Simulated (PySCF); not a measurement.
La(Cp)3, C₁₅H₁₅La, singlet at its GFN2-xTB optimised geometry (Å):

```
31

La    -0.1550    -0.0490     0.0000
C      1.5920     1.9774     0.0000
C      1.5862     1.4788    -1.3275
C      2.2319     0.2186    -1.3205
C      2.6505    -0.0490     0.0000
C      2.2389     1.0224     0.8202
H      1.3175     2.9814     0.2999
H      1.3075     2.0387    -2.2121
H      2.5088    -0.3520    -2.1981
H      3.2741    -0.8762     0.3090
H      2.5210     1.1694     1.8551
C     -0.7138    -2.7208    -0.2929
C     -1.5578    -2.3514     0.7757
C     -0.7489    -1.9699     1.8668
C      0.6048    -2.1348     1.4862
C      0.6262    -2.6018     0.1474
H     -1.0334    -3.1797    -1.2200
H     -2.6342    -2.4499     0.7926
H     -1.1000    -1.7582     2.8688
H      1.4563    -2.0907     2.1544
H      1.4970    -2.9733    -0.3790
C     -1.9862     1.2063    -1.6180
C     -1.5574     2.2537    -0.7759
C     -1.9513     1.9495     0.5443
C     -2.6587     0.7233     0.5177
C     -2.6802     0.2627    -0.8233
H     -1.9454     1.2096    -2.6998
H     -1.1047     3.1797    -1.1021
H     -1.8803     2.6171     1.3938
H     -3.2340     0.3102     1.3375
H     -3.2741    -0.5612    -1.1997
```

Method: PBE0/def2-SVP, def2 effective core potentials past Kr in PySCF. The core electrons that the potentials of La replace are not part of the density. Cells within 0.4 Å of a nucleus heavier than hydrogen are left out (blank, or x).

Map of the Laplacian of the electron density (e/bohr⁵) on the plane z = 1.5 Å:

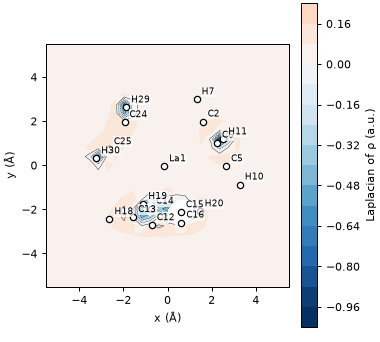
Fig. 1. Laplacian of the electron density (e/bohr⁵) on the plane z = 1.5 Å.
